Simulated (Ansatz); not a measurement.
The figure comes from a scan of AgCl (rock salt): the crystal slips on the {110} plane by s times a lattice vector of 5.61 Å, no atom relaxing, γ being the energy change per area. These are PBE (plane waves to 420 eV, PAW, scalar-relativistic; Ansatz, an electronic-structure program) values and carry that method's errors. k mesh 7×7×7 (Γ-centred), Fermi-Dirac smearing 0.05 eV. E is the zero-smearing estimate. As the smearing reaches across the gap at some points, the k mesh leaves noise in γ, roughly 0.02 J/m² as judged from a few cases. Faults lie only 6.0 Å apart, and holding the cell height and the atoms raises γ above its relaxed value. AgCl was relaxed with its symmetry unable to fall. The zero of γ is zero shift.

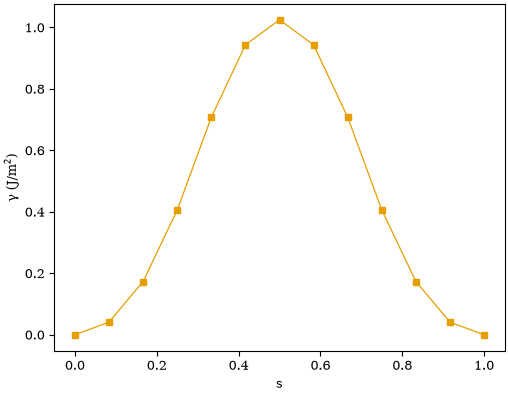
Figure: γ (J/m²) against s; one marker a computed point (the last repeats the first, one period on).

Q: List the plotted points as numbers.

A: To the nearest 0.02:

```json
[
 {"s": "0.000", "γ (J/m²)": "0.00"},
 {"s": "0.083", "γ (J/m²)": "0.04"},
 {"s": "0.167", "γ (J/m²)": "0.18"},
 {"s": "0.250", "γ (J/m²)": "0.40"},
 {"s": "0.333", "γ (J/m²)": "0.70"},
 {"s": "0.417", "γ (J/m²)": "0.94"},
 {"s": "0.500", "γ (J/m²)": "1.02"},
 {"s": "0.583", "γ (J/m²)": "0.94"},
 {"s": "0.667", "γ (J/m²)": "0.70"},
 {"s": "0.750", "γ (J/m²)": "0.40"},
 {"s": "0.833", "γ (J/m²)": "0.18"},
 {"s": "0.917", "γ (J/m²)": "0.04"}
]
```

(The slope of γ gives the shear force per area between the displaced halves; near zero shift its curvature is an elastic stiffness.)
